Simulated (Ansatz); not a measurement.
**Geometry relaxation of C$_{2}$H$_{8}$B$_{2}$OSi (part 1 of 2)**

C$_{2}$H$_{8}$B$_{2}$OSi, SMILES BC1([SiH2]C)BO1, computed with RKS BLYP-D4/def2-SVP (Ansatz 0.2.0).

It belongs to a series of runs on one base structure; here: end point A relaxed. Figures and captions count atoms from 1; the log counts them from 0 in places.

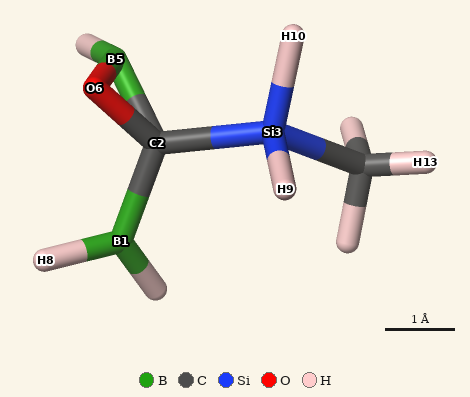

*The input geometry (stick view, seen at a tilt; atoms are numbered from 1 in the order of the input).*

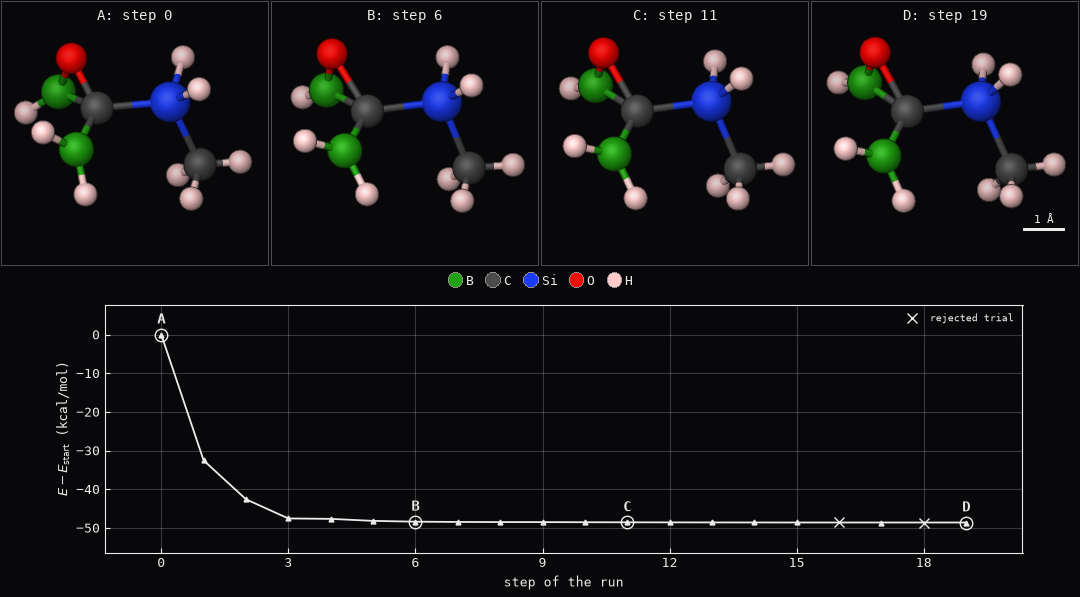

*Frames of the relaxation (ball-and-stick view, seen at a tilt) above the curves, on which the letters mark them (the first geometry is step 0 here and step 1 in the log).*

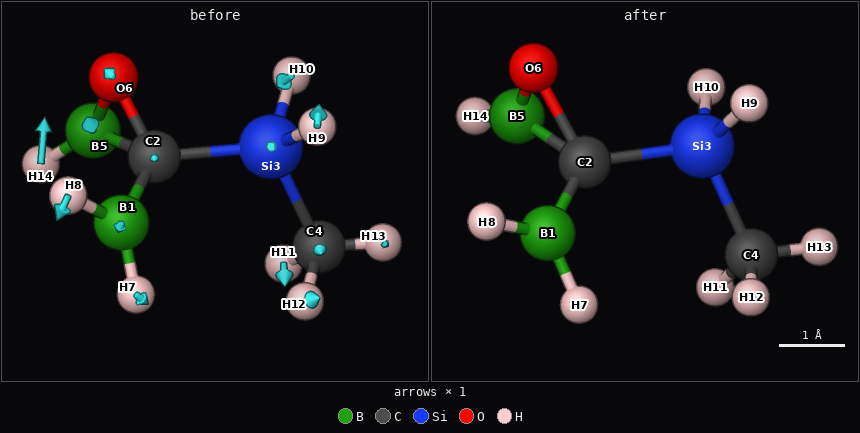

*Before (left) and after (right) the relaxation, at one scale (ball-and-stick view, seen at a tilt). The teal arrows give the displacements, at true length.*

Over 19 geometry steps the energy falls by 48.6 kcal/mol. Largest force component: 5.6 eV/Å at the start, 0.0086 eV/Å at the end. The line search rejected the trial steps at points 16, 18 (counted from 0) and went back. H14 moves most after the best rigid fit: 0.75 Å. By element the largest moves are H 0.75 Å, B 0.42 Å, O 0.26 Å, C 0.24 Å, Si 0.15 Å. Distances before and after: C2–O6 1.384 → 1.665 Å, B5–O6 1.530 → 1.314 Å, C4–H13 0.999 → 1.109 Å, B1–H7 1.138 → 1.216 Å. Among the angles that change: C2–B5–O6 52.7° → 69.6°, B5–C2–O6 61.6° → 47.7°, C2–B5–H14 136.6° → 149.6°. (Atoms are counted from 1 in the order of the input.)

These pictures come from the run below.

**Input file**
```yaml
crystal:
  periodic: [false, false, false]
  atoms:
    - { symbol: B, position_ang: [-1.9257, 0.2324, 0.2016] }
    - { symbol: C, position_ang: [-0.5605, 0.7449, -0.347] }
    - { symbol: Si, position_ang: [0.9624, 0.3536, 0.5999] }
    - { symbol: C, position_ang: [1.3479, -1.4828, 0.6061] }
    - { symbol: B, position_ang: [-0.4057, 1.0084, -1.9021] }
    - { symbol: O, position_ang: [-0.5778, 2.0533, -0.7974] }
    - { symbol: H, position_ang: [-2.1517, -0.8698, 0.3737] }
    - { symbol: H, position_ang: [-2.8302, 1.0627, 0.262] }
    - { symbol: H, position_ang: [0.8496, 0.8386, 2.041] }
    - { symbol: H, position_ang: [2.1522, 1.021, 0.0178] }
    - { symbol: H, position_ang: [1.3683, -1.8479, -0.4151] }
    - { symbol: H, position_ang: [0.4286, -1.9908, 1.104] }
    - { symbol: H, position_ang: [2.1498, -1.7019, 1.1593] }
    - { symbol: H, position_ang: [-0.8202, 0.5492, -2.8751] }
basis:
  gaussian: { orbitals: def2-SVP }
hamiltonian:
  xc: blyp
  dispersion: d4
relax:
  f_tol: 0.015
  max_steps: 40
```

Command:
```bash
ansatz run input.yaml --threads 2 --pin off --max-ram 3072MiB --backend cpu --events-out ev --progress --plain --runs-dir out
```

**The program's output**
```
The last accepted step is kept in [file] (removed where the run ends without a failure and the disk answers)
Engine: ansatz 0.2.0, x86_64-unknown-linux-gnu
Functional definition: BLYP
  parameter beta = 0.0042
  parameter a = 0.04918
  parameter b = 0.132
  parameter c = 0.2533
  parameter d = 0.349
  exchange = b88_x(beta = beta)
  correlation = lyp_c(a = a, b = b, c = c, d = d)
1427 factors; their error is unknown
mean field evaluation 1: about -13455.3491 eV, gradient 7.6e1 eV
mean field evaluation 2: about -13390.2608 eV, gradient 1.6e2 eV
mean field evaluation 4: about -13469.3379 eV, gradient 9.7e0 eV
mean field evaluation 8: about -13469.6549 eV, gradient 2.0e-1 eV
mean field evaluation 16: about -13469.5826 eV, gradient 9.2e-4 eV
mean field -13469.58255373 eV, -494.9980288385 hartree, gradient 5.7e-5 eV, S^2 0.000000; 0 other end points of the search recorded, 0 dependent functions left out
the calculation of the forces begins
reference -13469.58294756 eV, -494.9980433114 hartree; 26, 26 occupied and 102, 102 virtual orbitals, 1427 factors
relax step   1: F+E_penalty+E_count = -13470.27550210 eV  Δ(F+E_penalty+E_count) = +0.000e0 eV  max|allowed force component| = 5.629e0 eV/Å  Δτ_max = 0.0000 Å  (29 SCF iters, accepted)
these checks for a lower state are left out or cut short: starts, cluster_reference, orbital_swaps, neighbouring_geometries, increment
1427 factors; their error is unknown
mean field -13471.00319095 eV, -495.0502362934 hartree, gradient 1.0e-5 eV, S^2 0.000000; 0 other end points of the search recorded, 0 dependent functions left out
[... from here on the field's lines of each further geometry are left out, up to the last ...]
relax step   2: F+E_penalty+E_count = -13471.68707272 eV  Δ(F+E_penalty+E_count) = -1.412e0 eV  max|allowed force component| = 3.224e0 eV/Å  Δτ_max = 0.1948 Å  (37 SCF iters, accepted)
relax step   3: F+E_penalty+E_count = -13472.12309539 eV  Δ(F+E_penalty+E_count) = -4.360e-1 eV  max|allowed force component| = 2.191e0 eV/Å  Δτ_max = 0.1951 Å  (36 SCF iters, accepted)
relax step   4: F+E_penalty+E_count = -13472.33815402 eV  Δ(F+E_penalty+E_count) = -2.151e-1 eV  max|allowed force component| = 6.127e-1 eV/Å  Δτ_max = 0.1999 Å  (31 SCF iters, accepted)
relax step   5: F+E_penalty+E_count = -13472.34259669 eV  Δ(F+E_penalty+E_count) = -4.443e-3 eV  max|allowed force component| = 5.453e-1 eV/Å  Δτ_max = 0.2000 Å  (30 SCF iters, accepted)
relax step   6: F+E_penalty+E_count = -13472.36530398 eV  Δ(F+E_penalty+E_count) = -2.271e-2 eV  max|allowed force component| = 3.172e-1 eV/Å  Δτ_max = 0.2000 Å  (30 SCF iters, accepted)
relax step   7: F+E_penalty+E_count = -13472.37417992 eV  Δ(F+E_penalty+E_count) = -8.876e-3 eV  max|allowed force component| = 1.154e-1 eV/Å  Δτ_max = 0.0684 Å  (31 SCF iters, accepted)
relax step   8: F+E_penalty+E_count = -13472.37718478 eV  Δ(F+E_penalty+E_count) = -3.005e-3 eV  max|allowed force component| = 5.650e-2 eV/Å  Δτ_max = 0.1223 Å  (30 SCF iters, accepted)
relax step   9: F+E_penalty+E_count = -13472.37862388 eV  Δ(F+E_penalty+E_count) = -1.439e-3 eV  max|allowed force component| = 1.001e-1 eV/Å  Δτ_max = 0.0428 Å  (31 SCF iters, accepted)
relax step  10: F+E_penalty+E_count = -13472.37890506 eV  Δ(F+E_penalty+E_count) = -2.812e-4 eV  max|allowed force component| = 1.214e-1 eV/Å  Δτ_max = 0.0417 Å  (31 SCF iters, accepted)
relax step  11: F+E_penalty+E_count = -13472.38038771 eV  Δ(F+E_penalty+E_count) = -1.483e-3 eV  max|allowed force component| = 7.981e-2 eV/Å  Δτ_max = 0.0267 Å  (31 SCF iters, accepted)
relax step  12: F+E_penalty+E_count = -13472.38130783 eV  Δ(F+E_penalty+E_count) = -9.201e-4 eV  max|allowed force component| = 6.164e-2 eV/Å  Δτ_max = 0.0454 Å  (31 SCF iters, accepted)
relax step  13: F+E_penalty+E_count = -13472.38205411 eV  Δ(F+E_penalty+E_count) = -7.463e-4 eV  max|allowed force component| = 4.315e-2 eV/Å  Δτ_max = 0.0588 Å  (30 SCF iters, accepted)
relax step  14: F+E_penalty+E_count = -13472.38262994 eV  Δ(F+E_penalty+E_count) = -5.758e-4 eV  max|allowed force component| = 4.932e-2 eV/Å  Δτ_max = 0.0485 Å  (31 SCF iters, accepted)
relax step  15: F+E_penalty+E_count = -13472.38312096 eV  Δ(F+E_penalty+E_count) = -4.910e-4 eV  max|allowed force component| = 5.246e-2 eV/Å  Δτ_max = 0.0452 Å  (31 SCF iters, accepted)
relax step  16: F+E_penalty+E_count = -13472.38333680 eV  Δ(F+E_penalty+E_count) = -2.158e-4 eV  max|allowed force component| = 3.506e-2 eV/Å  Δτ_max = 0.0376 Å  (31 SCF iters, accepted)
relax step  17: F+E_penalty+E_count = -13472.38326878 eV  Δ(F+E_penalty+E_count) = +6.802e-5 eV  max|allowed force component| = 6.054e-2 eV/Å  Δτ_max = 0.0085 Å  (32 SCF iters, rejected (line search))
relax step  18: F+E_penalty+E_count = -13472.38347678 eV  Δ(F+E_penalty+E_count) = -1.400e-4 eV  max|allowed force component| = 1.709e-2 eV/Å  Δτ_max = 0.0042 Å  (24 SCF iters, accepted)
relax step  19: F+E_penalty+E_count = -13472.38346128 eV  Δ(F+E_penalty+E_count) = +1.550e-5 eV  max|allowed force component| = 2.663e-2 eV/Å  Δτ_max = 0.0103 Å  (25 SCF iters, rejected (line search))
the calculation of the forces begins
reference -13471.69939378 eV, -495.0758212754 hartree; 26, 26 occupied and 102, 102 virtual orbitals, 1427 factors
relax step  20: F+E_penalty+E_count = -13472.38351484 eV  Δ(F+E_penalty+E_count) = -3.806e-5 eV  max|allowed force component| = 8.595e-3 eV/Å  Δτ_max = 0.0049 Å  (25 SCF iters, accepted)
1427 factors; their error is unknown
mean field evaluation 160: about -13471.7718 eV, gradient 4.2e-1 eV
mean field -13471.69900050 eV, -495.0758068227 hartree, gradient 1.2e-5 eV, S^2 0.000000; 1 other end points of the search recorded, 0 dependent functions left out
the calculation of the forces begins
reference -13471.69939378 eV, -495.0758212754 hartree; 26, 26 occupied and 102, 102 virtual orbitals, 1427 factors
Total energy: -13472.38390812 eV, -495.1009767137 hartree
Atom 0 at    -1.961247     0.068831     0.083508 Å, force     0.001869    -0.000439     0.002964 eV/Å
Atom 1 at    -0.631129     0.690397    -0.277970 Å, force     0.001155     0.008595     0.002971 eV/Å
Atom 2 at     1.064582     0.313995     0.501848 Å, force    -0.001040    -0.001142    -0.001291 eV/Å
Atom 3 at     1.206491    -1.551780     0.794298 Å, force     0.001127     0.001941     0.001180 eV/Å
Atom 4 at    -0.579669     1.337807    -1.716509 Å, force    -0.000425    -0.003092    -0.007983 eV/Å
Atom 5 at    -0.713542     2.269541    -0.799529 Å, force    -0.000545    -0.003756     0.006549 eV/Å
Atom 6 at    -1.977662    -1.105275     0.397880 Å, force    -0.000560    -0.002324    -0.001350 eV/Å
Atom 7 at    -3.000565     0.689214     0.020701 Å, force    -0.002637     0.000955    -0.001113 eV/Å
Atom 8 at     1.194685     1.071522     1.791142 Å, force     0.000642     0.000567     0.000588 eV/Å
Atom 9 at     2.143802     0.791698    -0.427521 Å, force     0.001162     0.000152    -0.000599 eV/Å
Atom 10 at     1.072293    -2.113210    -0.152043 Å, force    -0.000276    -0.000733    -0.001433 eV/Å
Atom 11 at     0.437434    -1.899301     1.512193 Å, force    -0.001408    -0.000657     0.001009 eV/Å
Atom 12 at     2.205124    -1.803021     1.206258 Å, force     0.000168    -0.000519     0.000105 eV/Å
Atom 13 at    -0.473598     1.210483    -2.905555 Å, force     0.000768     0.000453    -0.001597 eV/Å
Dipole moment:     0.187794    -0.337211    -0.093098 e Å
```

**Trajectory as extended XYZ (Å, eV, eV/Å), 20 frames, from step=1 to step=20**
```
14
Properties=species:S:1:pos:R:3:forces:R:3 step=1 energy=-13470.27550
B    -1.9257    0.2324    0.2016    0.3257   1.7950  -1.1211
C    -0.5605    0.7449   -0.3470   -0.9880  -3.3048   0.7700
Si    0.9624    0.3536    0.5999    1.3394  -0.5535   1.3857
C     1.3479   -1.4828    0.6061   -5.5666   0.5466  -1.0787
B    -0.4057    1.0084   -1.9021   -1.6184   2.2922   5.6286
O    -0.5778    2.0533   -0.7974    0.7020   1.9462  -5.3348
H    -2.1517   -0.8698    0.3737   -0.2600  -1.9287   0.6067
H    -2.8302    1.0627    0.2620    0.2400  -0.1882   0.1764
H     0.8496    0.8386    2.0410   -0.0296  -0.0177  -0.2960
H     2.1522    1.0210    0.0178    0.1561   0.4122  -0.2770
H     1.3683   -1.8479   -0.4151    0.3476  -0.4017  -0.6405
H     0.4286   -1.9908    1.1040    1.1077   0.4156  -0.5584
H     2.1498   -1.7019    1.1593    3.9283  -1.1537   2.3427
H    -0.8202    0.5492   -2.8751    0.3159   0.1406  -1.6036
14
Properties=species:S:1:pos:R:3:forces:R:3 step=2 energy=-13471.68707
B    -1.9570    0.2177    0.1273    0.4603   0.8089   0.8981
C    -0.5866    0.7977   -0.3157   -0.7108  -2.2636   0.1656
Si    0.9752    0.3426    0.6209    0.6219  -0.0002   0.5978
C     1.3001   -1.5187    0.6239   -1.7485   0.1022  -0.0940
B    -0.4743    1.0036   -1.8552   -1.0357   2.1626   2.2416
O    -0.5659    2.1231   -0.9413    0.2275  -0.5045  -3.2236
H    -2.0826   -0.9181    0.5401    0.0545  -0.0555  -0.3048
H    -2.8556    1.0308    0.3098   -0.0712  -0.3041  -0.3833
H     0.8574    0.8525    2.0386    0.0172  -0.0600  -0.0954
H     2.1249    1.0757   -0.0103    0.0020   0.0031  -0.0625
H     1.3550   -1.8855   -0.4126    0.2518  -0.1761  -0.1746
H     0.4259   -2.0451    1.1030    0.4133   0.2253  -0.1904
H     2.1789   -1.7609    1.1940    0.9974  -0.3070   0.4129
H    -0.7083    0.6557   -2.9938    0.5203   0.3689   0.2125
14
Properties=species:S:1:pos:R:3:forces:R:3 step=3 energy=-13472.12310
B    -1.9507    0.2829    0.2929   -0.6995  -0.0536  -1.0231
C    -0.6071    0.7802   -0.2864   -0.3346  -1.2194   1.2168
Si    1.0135    0.3346    0.6357    0.0939   0.1784  -0.1579
C     1.2824   -1.5449    0.6380    0.5767   0.0446  -0.0531
B    -0.5962    1.0235   -1.8078    0.0611  -0.3842  -2.1911
O    -0.5966    2.1160   -1.0857   -0.0717   1.1746   0.2934
H    -2.0812   -0.9312    0.5955    0.2391   0.9110   0.1450
H    -2.9836    1.0023    0.1868    0.7725  -0.5190   0.3075
H     0.9031    0.8444    2.0431    0.0432  -0.0182   0.0343
H     2.1393    1.0786   -0.0477   -0.0847  -0.1636   0.0820
H     1.3807   -1.9309   -0.4019    0.0353   0.0452   0.1462
H     0.4425   -2.0724    1.1138   -0.2082  -0.0836   0.1361
H     2.2201   -1.8017    1.2052   -0.3956   0.0969  -0.2741
H    -0.5791    0.7896   -3.0528   -0.0274  -0.0090   1.3381
14
Properties=species:S:1:pos:R:3:forces:R:3 step=4 energy=-13472.33815
B    -1.9869    0.2562    0.2002    0.1240  -0.4973   0.1513
C    -0.6328    0.7087   -0.2954   -0.0541   0.1210   0.2652
Si    1.0017    0.3223    0.6097    0.2519   0.0039  -0.1325
C     1.2785   -1.5529    0.6480    0.0185   0.0002   0.0297
B    -0.5877    1.1171   -1.8031    0.0262   0.6127  -0.0243
O    -0.6509    2.1781   -1.0042    0.1193  -0.2950  -0.5084
H    -1.9698   -0.8425    0.7358   -0.2556   0.0727  -0.0258
H    -3.0151    0.8760    0.0470    0.0179   0.0241   0.0365
H     0.9728    0.8569    2.0131   -0.0589   0.0161  -0.0254
H     2.1195    1.0057   -0.1303   -0.0553   0.0003   0.0228
H     1.3613   -1.9852   -0.3700   -0.0356   0.0512   0.0032
H     0.4206   -2.0306    1.1593    0.0092  -0.1192   0.0286
H     2.2082   -1.8092    1.2030   -0.1126   0.0575  -0.0193
H    -0.5326    0.8703   -2.9843    0.0050  -0.0482   0.1986
14
Properties=species:S:1:pos:R:3:forces:R:3 step=5 energy=-13472.34260
B    -1.9776    0.2172    0.1979   -0.0586   0.4107  -0.1292
C    -0.6303    0.7024   -0.2802    0.0157   0.0924  -0.5453
Si    1.0099    0.3202    0.6036   -0.0704   0.1755   0.2442
C     1.2744   -1.5575    0.6545    0.0264  -0.0532  -0.1338
B    -0.5771    1.1576   -1.8106    0.1182  -0.1805   0.2204
O    -0.6500    2.2311   -1.0646   -0.0344  -0.2066   0.2714
H    -2.0513   -0.8778    0.6987    0.0091  -0.2052   0.0623
H    -2.9751    0.8949    0.0630   -0.0201  -0.0643   0.0168
H     0.8945    0.8458    2.0067    0.1002  -0.0034   0.0025
H     2.1373    1.0399   -0.0731   -0.0014  -0.0540  -0.0811
H     1.1795   -2.0001   -0.3614    0.0083   0.0121   0.1112
H     0.5349   -2.0459    1.3227    0.0116   0.0379  -0.0697
H     2.2906   -1.7933    1.0376   -0.0581   0.0323  -0.0091
H    -0.4727    0.8363   -2.9660   -0.0464   0.0062   0.0394
```
